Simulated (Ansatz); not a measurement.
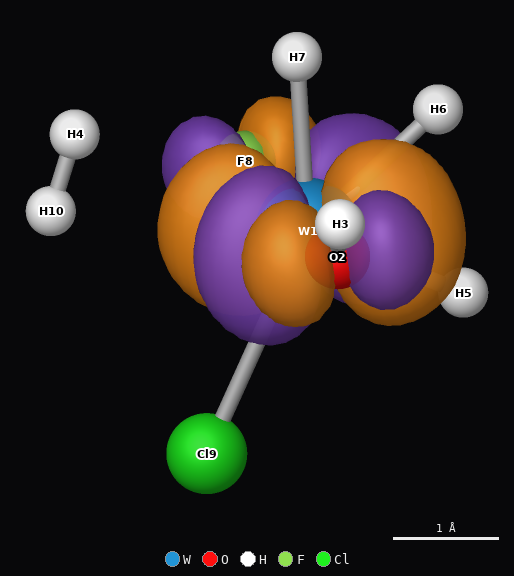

Figure. ClFH4OW···H2. The LUMO at ±0.15 Å⁻³ᐟ² (orange and purple are the two phases), seen from one side.

Core potentials replace the inner electrons of W.

Method: Ansatz 0.2.0, RKS PBE/def2-SVP.

```xyz
10

W    -0.0723    0.5705    0.3158
O    -0.5388    0.1645    2.0495
H    -0.6837   -0.4572    2.7829
H     2.0047   -0.7664    0.7742
H    -1.4559    1.4540   -0.0495
H    -1.3786   -0.3493   -0.2985
H    -0.1270   -1.1348    0.0791
F     0.6567    0.4872   -1.3927
Cl    1.0803    2.6200    0.7426
H     2.2922   -0.0706    0.9682
```

Describe this orbital and give its energy.

Its weight (Hirshfeld) is mainly on W1 (about 65 %), O2 (about 15 %) and F8 (about 10 %). Its energy is −3.81 eV.
